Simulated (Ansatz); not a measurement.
# AlH₄In: what the fields show

```xyz
6

Al   -0.4680   -1.2871    0.0783
In    0.4408    1.2123   -0.0737
H    -1.9054   -1.6137    0.6832
H     0.4023   -2.5205   -0.4318
H     0.1785    2.2373   -1.4514
H     1.3518    1.9718    1.1954
```

Geometry: PBE0-D4/def2-TZVP; core potentials replace the inner electrons of In.

The calculation used Ansatz, RKS PBE0-D4/def2-TZVPP.

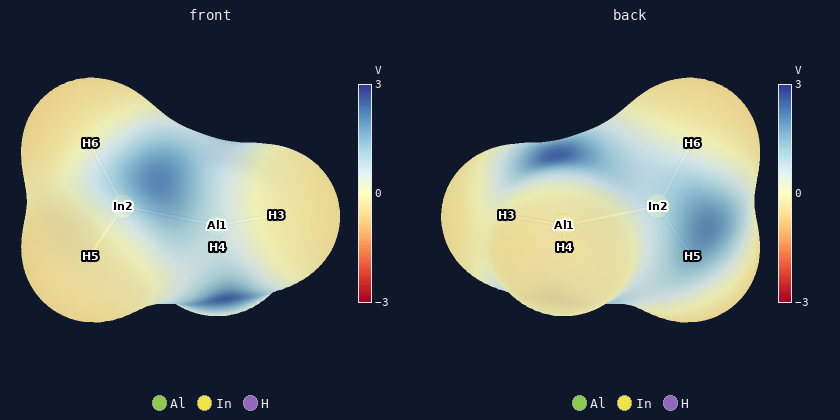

Figure 1. The electrostatic potential painted on the density surface at 0.001 e/bohr³, seen from the front and from behind; the colour scale runs from red (negative) to blue (positive).

### Describe the electrostatic potential map.

The most negative region (about −0.5 V) lies over H5 and H6, the most positive (about +2.6 V) over Al1.

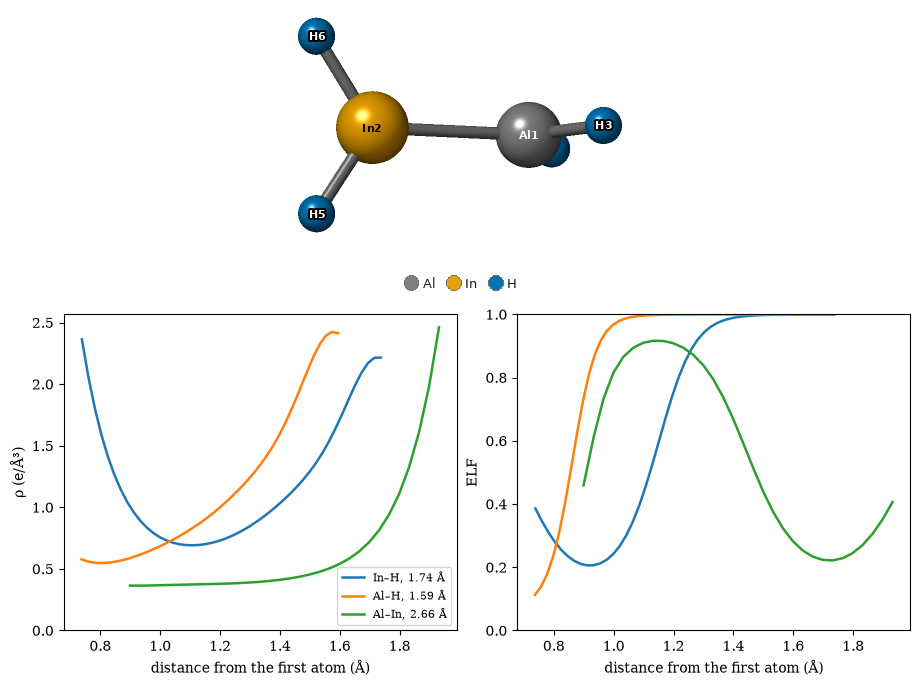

Figure 2. Electron density and electron localisation function along straight lines between neighbouring atoms. The curves leave out the atomic cores. The structure is drawn too.

### What can be read from the curves?

In–H (1.74 Å): ρ is about 1.1 e/Å³ halfway; the ELF climbs to about 1 towards the hydrogen.
Al–H (1.59 Å): ρ is about 0.55 e/Å³ halfway; the ELF climbs to about 1 towards the hydrogen.
Al–In (2.66 Å): ρ is about 0.4 e/Å³ halfway; the ELF peaks at about 0.90 between the atoms; localised, covalent bonding.

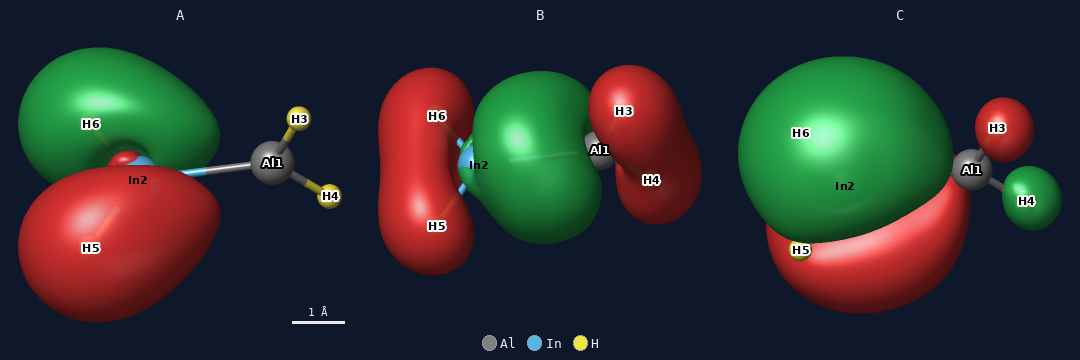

Figure 3. Three frontier orbitals at ±0.06 Å⁻³ᐟ² (green and red are the two phases), in no order.

### Which picture is the HOMO−1, the HOMO and the LUMO?

A is the HOMO−1 (−7.97 eV). Its weight (Hirshfeld) is mainly on In2 (about 40 %), H5 (about 30 %) and H6 (about 30 %). B is the HOMO (−6.84 eV). It lies mainly on In2 (about 40 %), Al1 (about 35 %), H6 (about 10 %), H5 (about 10 %), H4 (about 5 %) and H3 (about 5 %). C is the LUMO (−2.12 eV). It lies mainly on In2 (about 75 %).

### What is the HOMO–LUMO gap?

4.72 eV between the orbital energies.
